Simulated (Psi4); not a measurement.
Two rigid molecules brought together: H2O ··· CH4O (SMILES O and CO), singlet. Monomers: optimised at B3LYP-D3(BJ) (def2-TZVP), held rigid. Orientation: lowest of the rigid-body minima from ten starts at GFN2-xTB. The monomers approach along the line of their centres of mass (distance R); nothing else relaxes.

Computed with SAPT0/jun-cc-pVDZ, frozen core in Psi4 1.11.

Components in kcal/mol:

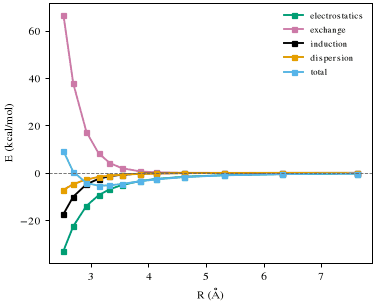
Fig. 1. Components of the interaction energy.

```tsv
R / Å	electrostatics	exchange	induction	dispersion	total
2.52	-32.93	66.64	-17.39	-7.15	9.18
2.69	-22.53	37.79	-10.05	-4.75	0.47
2.92	-13.92	17.23	-4.81	-2.77	-4.28
3.13	-9.45	8.30	-2.51	-1.73	-5.39
3.32	-6.95	4.25	-1.42	-1.15	-5.28
3.53	-5.14	2.01	-0.78	-0.75	-4.67
3.85	-3.44	0.63	-0.34	-0.41	-3.56
4.12	-2.57	0.24	-0.18	-0.25	-2.77
4.62	-1.62	0.04	-0.06	-0.11	-1.76
5.31	-0.96	0.00	-0.02	-0.04	-1.02
6.31	-0.51	0.00	-0.01	-0.01	-0.53
7.62	-0.26	0.00	0.00	0.00	-0.27
```
